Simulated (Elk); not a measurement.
Band structure of Sr2Ir (Fm-3m, 3 atoms in the cell).

```
Sr2Ir
1.0
    0.00000     3.58442     3.58442
    3.58442     0.00000     3.58442
    3.58442     3.58442     0.00000
Sr Ir
2 1
Direct
  0.75000   0.75000   0.75000
  0.25000   0.25000   0.25000
  0.00000   0.00000   0.00000
```

Computed with LDA (PW92), all-electron FP-LAPW, Elk's shipped species files, APW+lo basis with extra local orbitals in Elk 10.2.4.

Settings: rgkmax = 7.5; stype = 0; swidth = 0.00499791 Ha; ngridk = 6 6 6; gmaxvr = 18 1/bohr; lmaxapw = 10; lmaxo = 8; nxlo = 2; lorbcnd = true; lradstp = 2; nrmtscf = 2; lmaxi = 4; maxscl = 100.

The starting cell comes from a database of computed structures (which also holds hypothetical and non-ambient phases and stackings), without a prior relaxation at this level. Its lattice was rescaled by a random factor within 2.5 % of one. Spin-orbit coupling is off. Spin polarisation is off. Values depend on the basis (sphere radii, cutoffs, local orbitals), which need not be converged.

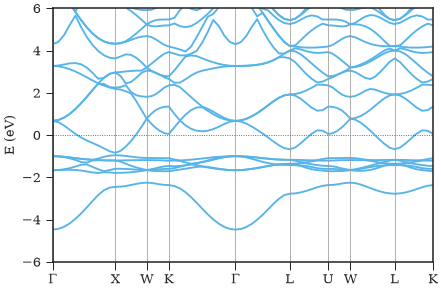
Fig. 1. Bands along the path, energies from the Fermi level.

Levels in eV from the Fermi level, bands 21 to 28:
```
point     21     22     23     24     25    26    27    28
-----  -----  -----  -----  -----  -----  ----  ----  ----
Γ      -1.66  -1.00  -1.00  -1.00   0.67  0.67  0.67  3.27
X      -1.59  -1.20  -1.20  -0.95  -0.84  2.19  2.24  2.97
W      -1.65  -1.65  -1.18  -1.08   0.78  0.78  1.81  3.05
K      -1.60  -1.46  -1.21  -1.09   0.05  1.35  2.35  2.65
L      -1.36  -1.36  -1.17  -1.17  -0.67  1.92  1.92  3.63
U      -1.60  -1.46  -1.21  -1.09   0.05  1.35  2.35  2.65
```

Bands cross the Fermi level along this path, so the cell is metallic at this level.
